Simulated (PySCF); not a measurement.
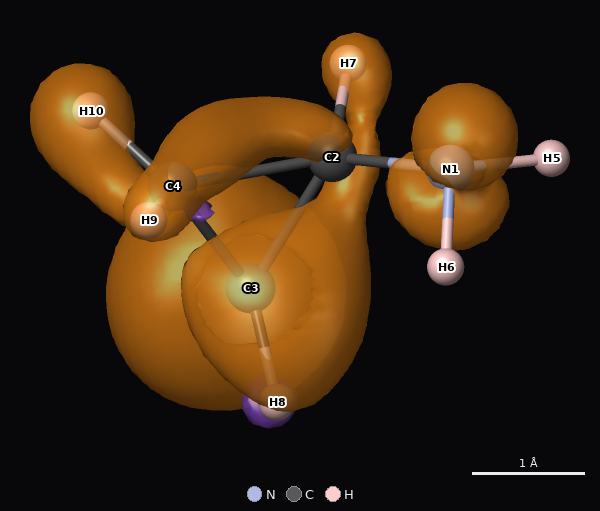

C$_{3}$H$_{6}$N (SMILES N[C@H]1[CH]C1) (doublet). Isosurfaces of the spin density (α minus β) at +0.02 (orange) and −0.02 e/Å³ (purple), seen at an oblique angle.

Geometry: GFN2-xTB.

All numbers below come from UKS B3LYP, pcH-1 on C H N, non-relativistic, mean-field spin-orbit, GIAO (PySCF).

```xyz
10

N     1.4241   -0.2967   -0.1066
C     0.1819   -0.0210    0.5531
C    -0.7621    0.9662    0.0212
C    -1.1275   -0.4497   -0.1045
H     2.2107    0.1240    0.3729
H     1.4087    0.0237   -1.0687
H     0.2535   -0.1838    1.6220
H    -0.5923    1.6383   -0.8005
H    -1.1263   -0.9261   -1.0793
H    -1.8619   -0.8703    0.5679
```

### Where is the unpaired spin?

The unpaired spin (1 electron) lies mostly on C3 (about 0.7) and C4 (about 0.1), in electrons by Hirshfeld's partition.
